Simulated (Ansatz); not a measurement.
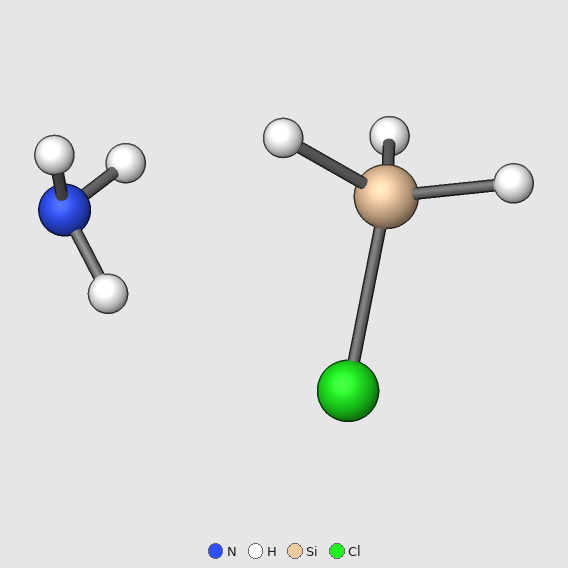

Sticks follow a distance rule. Harmonic vibrations computed with RKS PBE0-D4/def2-TZVP (Ansatz 0.2.0) at a stationary point of the same level.

### How many imaginary frequencies does it have?

A minimum: no imaginary frequency, and the lowest mode lies at 39 cm⁻¹.

### How many vibrational modes are there, and where do they lie?

21 modes: 39, 62, 76, 116, 141, 174, 549, 654, 654, 940, 941, 950, 1002, 1664, 1668, 2250, 2263, 2263, 3506, 3637, 3640 cm⁻¹.
